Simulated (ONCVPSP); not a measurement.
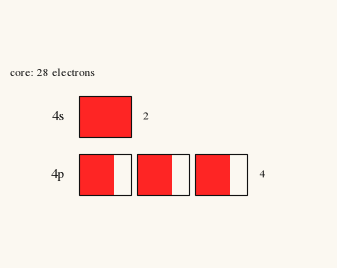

*The valence shells of the reference configuration: a box for each of the 2l + 1 orbitals, shaded by the share of the shell that is filled, with the electron count at the right.*

# Pseudopotential generation, with input and output: Br

System: bromine (Br, Z = 35), core [Ar] 3d10, reference valence 4s2 4p4 (an ion of charge +1), valence charge 7.
Method: ONCV potential, PBE, scalar-relativistic, made with ONCVPSP 4.0.1.

## Input file
```
# ATOM AND REFERENCE CONFIGURATION
# atsym  z   nc   nv     iexc    psfile
  Br 35.00    6    2        4      upf
#
#   n    l    f
    1    0    2.00
    2    0    2.00
    2    1    6.00
    3    0    2.00
    3    1    6.00
    3    2   10.00
    4    0    2.00
    4    1    4.00
#
# PSEUDOPOTENTIAL AND OPTIMIZATION
# lmax
    1
#
#   l,   rc,      ep,       ncon, nbas, qcut
    0    1.25    0.00    5    8    6.80
    1    1.30    0.00    5    8    5.00
#
# LOCAL POTENTIAL
# lloc, lpopt,  rc(5),   dvloc0
    4    4    1.05    0.00
#
# VANDERBILT-KLEINMAN-BYLANDER PROJECTORs
# l, nproj, debl
    0    1    1.30
    1    3    1.60
#
# MODEL CORE CHARGE
# icmod, fcfact, rcfact
    3    2.25    1.55
#
# LOG DERIVATIVE ANALYSIS
# epsh1, epsh2, depsh
   -3.00    5.00    0.02
#
# OUTPUT GRID
# rlmax, drl
    6.00    0.01
#
# TEST CONFIGURATIONS
# ncnf
    4
# nvcnf
#   n    l    f
    2
    4    0    2.00
    4    1    5.00
#
    2
    4    0    2.00
    4    1    3.00
#
    2
    4    0    2.00
    4    1    2.00
#
    2
    4    0    2.00
    4    1    4.50
#
```

Hardware: 1 CPU thread, shared host.

Command:
```bash
oncvpsp.x < Br.dat > Br.out
```

## Log (extracts)
```
ONCVPSP  (Optimized Norm-Conservinng Vanderbilt PSeudopotential)
scalar-relativistic version 4.0.1

#   n    l    f        energy (Ha)
    1    0    2.00    -4.8985009E+02
    2    0    2.00    -6.4104832E+01
    2    1    6.00    -5.6588466E+01
    3    0    2.00    -9.1612790E+00
    3    1    6.00    -6.7878164E+00
    3    2   10.00    -2.8633927E+00
    4    0    2.00    -1.1170068E+00
    4    1    4.00    -6.4203818E-01

Reference configufation results
  iterations    25
  all-electron total energy (Ha)   -2.60595137D+03

Begin loop to  construct optimized pseudo wave functions
and semi-local pseudopoentials for all angular momenta

Calculating optimized projector #   1

 for l=   0

    Fraction of norm inside rc  0.259140
    Optimizing pswf for qcut=   6.81 a_B^-1,  ecut=  23.16 Ha
    Residual kinetic energy error=  2.05D-03 Ha
 ERROR pspot:  first pseudo wave function has node,          program will stop
 ERROR pspot: try changing psp parameters for this l
```

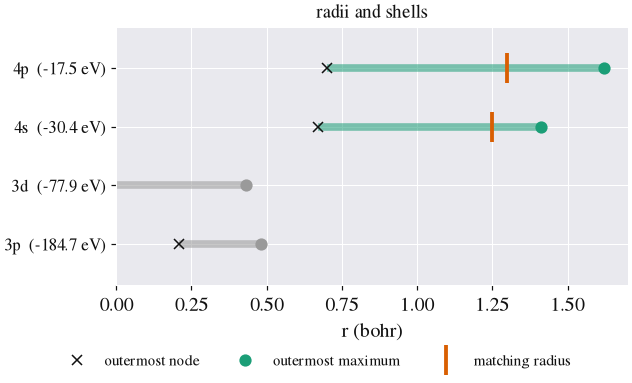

*Outer shells of the all-electron reference atom: each bar runs from the outermost node (or the nucleus) to the outermost maximum of u(r); the tick is the radius chosen for the pseudo-wave. Shells without a tick have no pseudo-wave of their own. Levels, nodes and maxima are from ld1.x, scalar-relativistic.*

- Radii against the shells: 4s: 1.25 bohr, between node and maximum; 4p: 1.30 bohr, between node and maximum.

## Outcome

- outcome: ended with an error

## What went wrong

The generator stopped with the message “ERROR pspot: first pseudo wave function has node, program will stop”. In words: the optimised pseudo-wave of the first projector has a node, so the radial equation cannot be inverted for a potential. It was at work on the s channel when it stopped.
